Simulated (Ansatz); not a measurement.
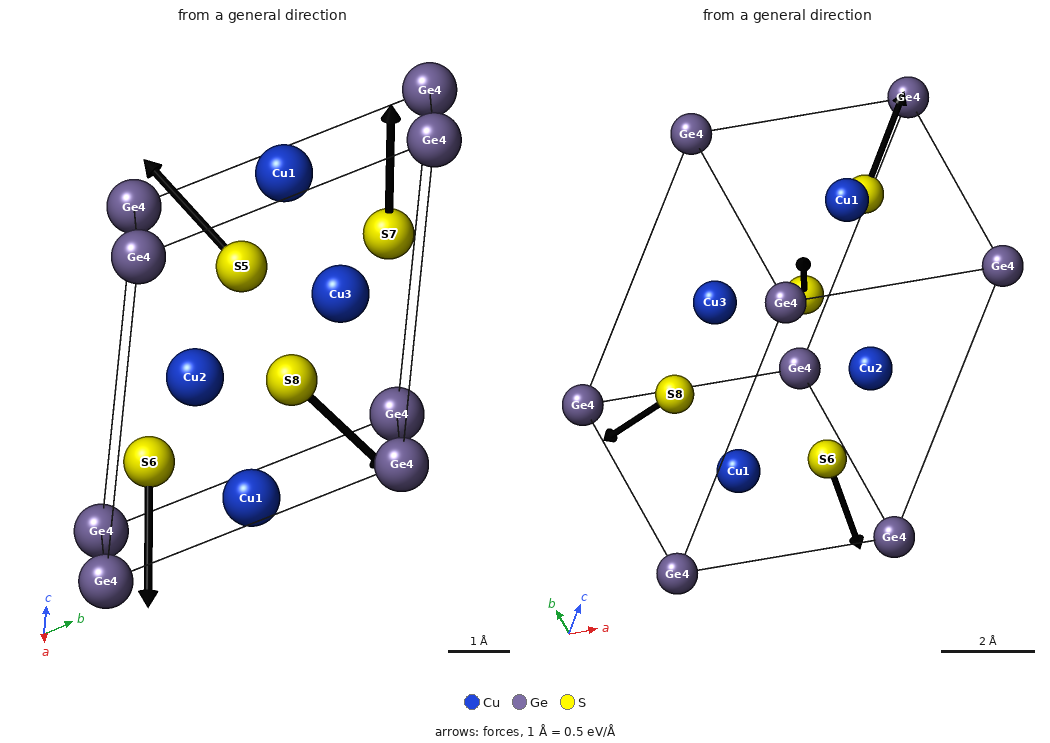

Figure: spheres-only view from two general directions. Thin lines show the simulation cell, with boundary atoms drawn in all their periodic places. The arrows are the computed forces on the atoms.

System: Cu3GeS4. Level of theory and settings: DFT, PAW plane waves, r2SCAN (Ansatz), a basis cut at 500 eV, 5×5×5 k-mesh, Fermi-Dirac smearing of 0.1 eV, collinear spins.

**Judging by the arrows, is the geometry relaxed?**

No. The atoms still feel forces of up to about 1 eV/Å, far above a usual threshold of 0.01 to 0.03 eV/Å.

**Which atom has the biggest force on it?**

All S atoms, about 1 eV/Å.

The geometry is that of a generated cell, made by putting these elements into a known structure type (the compound may or may not exist in this form), without relaxation. It was run through Ansatz as a DFT input.
